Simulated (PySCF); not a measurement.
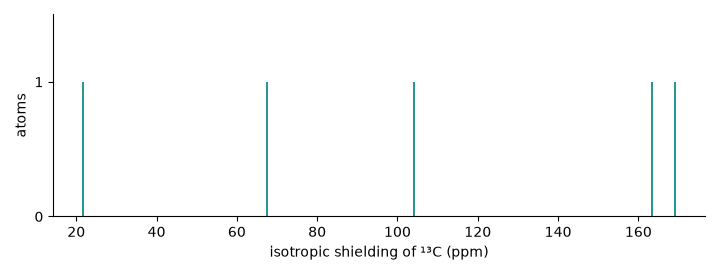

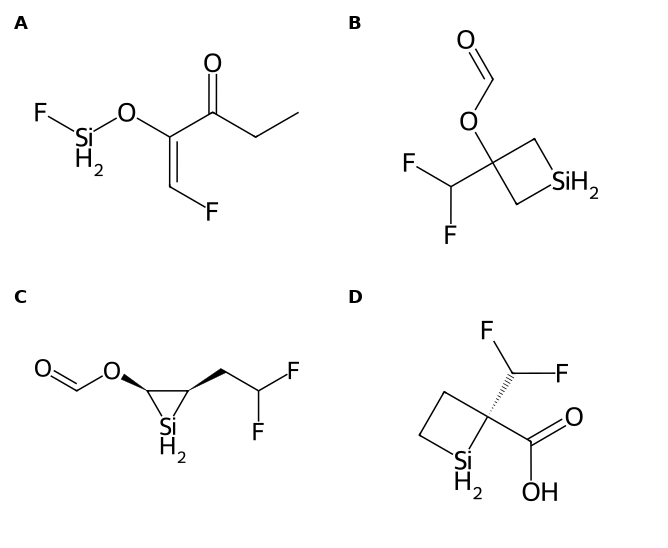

The sticks are computed shieldings of one of the molecules, for one fixed geometry (GFN2-xTB) without averaging over rotations. Low shielding means a high chemical shift. Method: GIAO PBE0/pcSseg-1 NMR shielding, non-relativistic, gas phase (PySCF 2.14.0).

Question: Match the spectrum to a structure.

Answer: B, `O=COC1(C(F)F)C[SiH2]C1`. Its 5 C atoms give lines at 21.6, 67.6, 104.0, 163.5, 169.1 ppm.

The geometry is semi-empirical. Around Si such bond lengths and angles can be off by a tenth of an ångström or more and by several degrees, and values that hang on the shape move with them.
